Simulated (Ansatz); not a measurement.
Input

```
crystal:
  periodic: [false, false, false]
  atoms:
    - { symbol: W, position_ang: [0.0, 0.0, 0.0] }
    - { symbol: H, position_ang: [0.0, 0.0, 2.07] }
    - { symbol: H, position_ang: [1.72, 0.0, 0.0] }
    - { symbol: H, position_ang: [0.0, 1.72, 0.0] }
    - { symbol: H, position_ang: [-1.72, 0.0, 0.0] }
    - { symbol: H, position_ang: [0.0, -1.72, 0.0] }
    - { symbol: H, position_ang: [0.0, 0.0, -1.72] }
    - { symbol: Br, position_ang: [1.8861, 1.9648, 0.905] }
    - { symbol: H, position_ang: [0.6964, 0.7254, 2.129] }
basis:
  gaussian: { orbitals: def2-SVP }
hamiltonian:
  xc: { name: BHLYP }
  dispersion: d4
relax:
  f_tol: 0.15
  max_steps: 25
  restrain:
    - { distance: [0, 7], at: 3.77, k: 30.0 }
    - { distance: [8, 1], at: 1.86, k: 30.0 }
    - { distance: [0, 1], at: 1.72, k: 30.0 }
    - { distance: [8, 7], at: 1.55, k: 30.0 }
output:
  orbitals: {}
```

Launched as:

```sh
ansatz run input.yaml --threads 2 --pin off --max-ram 3072MiB --backend cpu --events-out ev --progress --plain --runs-dir out
```

The fields are those of the run's last geometry, not of the input's.

Core potentials replace the inner electrons of W; not at a stationary point (largest force 1.8 eV/Å).

All numbers below come from RKS BHLYP-D4/def2-SVP (Ansatz 0.2.0).

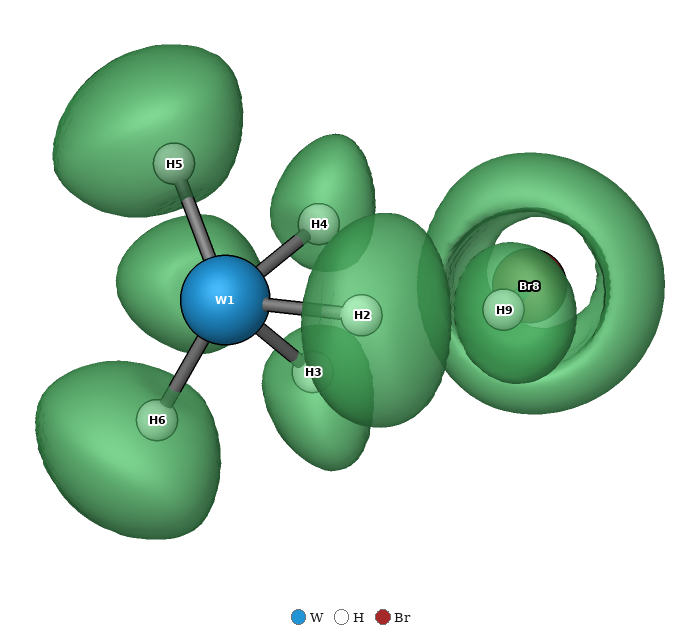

H6W···HBr. Isosurface of the ELF at 0.8 (green), seen across its widest extent. Core shells and regions of very low density are left out.

Where are the electrons localised?

The surface consists of seven regions around hydrogen nuclei and one ring or bowl of non-bonding electrons around Br. Along the contacts the grid gives the following. H2···H9 (1.86 Å): the ELF dips to about 0.10 between them. Br–H (1.49 Å): the ELF climbs to about 1 towards the hydrogen, as it does in any bond to H.
